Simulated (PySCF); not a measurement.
C$_{5}$H$_{15}$NSi$_{2}$

| atom | x (Å) | y (Å) | z (Å) |
| --- | --- | --- | --- |
| C | 1.2916 | 2.1539 | 0.3411 |
| N | 0.7839 | 0.8412 | 0.0242 |
| Si | 1.7128 | -0.6181 | 0.2308 |
| Si | 3.9952 | -0.0994 | 0.3828 |
| C | -0.6446 | 0.8177 | -0.1450 |
| C | -1.5926 | 0.9677 | 1.0718 |
| C | -2.5589 | 0.0077 | 0.3542 |
| C | -1.3693 | -0.4954 | -0.4845 |
| H | 0.9714 | 2.8891 | -0.4208 |
| H | 0.9434 | 2.5278 | 1.3242 |
| H | 2.3920 | 2.1669 | 0.3578 |
| H | 1.5197 | -1.5488 | -0.9267 |
| H | 1.3550 | -1.4169 | 1.4567 |
| H | 4.3084 | 0.6789 | 1.6225 |
| H | 4.4548 | 0.6967 | -0.7985 |
| H | 4.7699 | -1.3793 | 0.4246 |
| H | -0.9251 | 1.5807 | -0.8987 |
| H | -1.9494 | 1.9733 | 1.3412 |
| H | -1.1448 | 0.4956 | 1.9610 |
| H | -3.2910 | 0.5511 | -0.2625 |
| H | -3.0989 | -0.7303 | 0.9645 |
| H | -1.5191 | -0.7472 | -1.5446 |
| H | -0.8923 | -1.3567 | 0.0122 |

Geometry: PBE0-D3(BJ)/def2-SVP.

Theory: PySCF 2.14.0, PBE0/pcSseg-1, SCF density, gas phase, non-relativistic.

Question: What will maps of the electron density and electron localisation function show?

Answer: C–N (1.44 Å): ρ is about 1.9 e/Å³ halfway; the ELF peaks at about 0.95 between the atoms, as expected for a shared electron pair.
C–C (1.54 Å): the density is about 1.6 e/Å³ at the midpoint; the ELF peaks at about 0.95 between the atoms (a shared electron pair).
C–H (1.10 Å): ρ is about 2 e/Å³ halfway; the ELF climbs to about 1 towards the hydrogen, as it does in any bond to H (a covalent bond by its length).

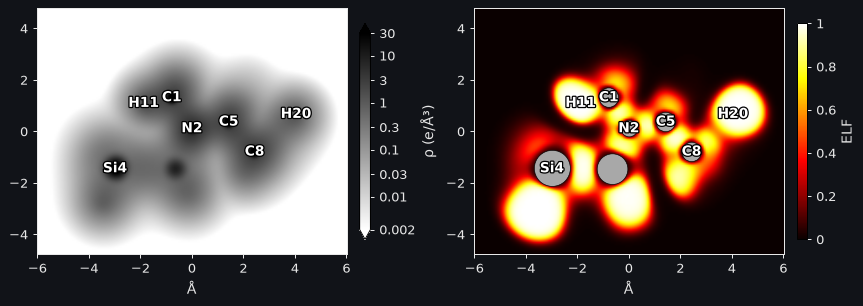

Computed electron density and electron localisation function on the plane of atoms N2, C5 and C8, in this order. Grey discs cover the atomic cores in the ELF map. 
